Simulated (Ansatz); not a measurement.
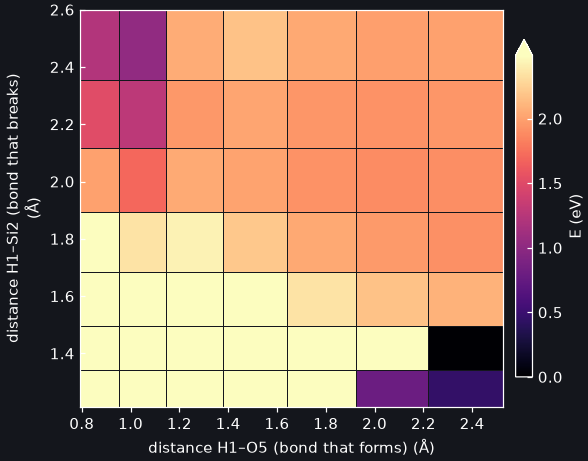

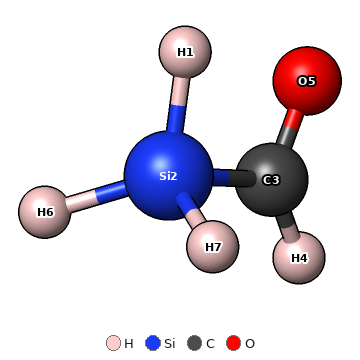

Energy landscape of the reacting system CH₄OSi (one molecule; an intramolecular 1,3-shift). First axis: distance H1–O5 (bond that forms). Second axis: distance H1–Si2 (bond that breaks). Relaxed at each point: all other coordinates. The scan uses a 7 × 7 grid. Points are written as (first, second). Energies: eV, counted from the lowest grid point. Energies and slopes of some neighbouring points disagree (a jump in structure or state, or too coarse a mesh). The reference is spin-restricted, so regions where a bond is pulled apart into radicals lie too high. These are results of Ansatz 0.2.0, RKS wB97M-V/def2-SVP, not measurements.

Drawn: one coloured cell a grid point, one colour for all values above the top of the scale. The second picture is the structure at the lowest point.

**Describe this landscape.**

The lowest grid point is at (2.373 Å, 1.406 Å). It lies at the edge of the scanned range, so the true minimum may lie outside. Other grid points that lie below all their neighbours: (2.067 Å, 2.001 Å) (1.90 eV higher). The energy also falls towards the edge at (1.033 Å, 2.478 Å) (1.03 eV above the lowest), where a further well may lie outside the range. The highest grid point, (0.873 Å, 1.278 Å), lies 6.90 eV above the lowest.

The whole map (49 points run) took 36 min on 1 thread of Arm Neoverse V1, with other jobs on the host.
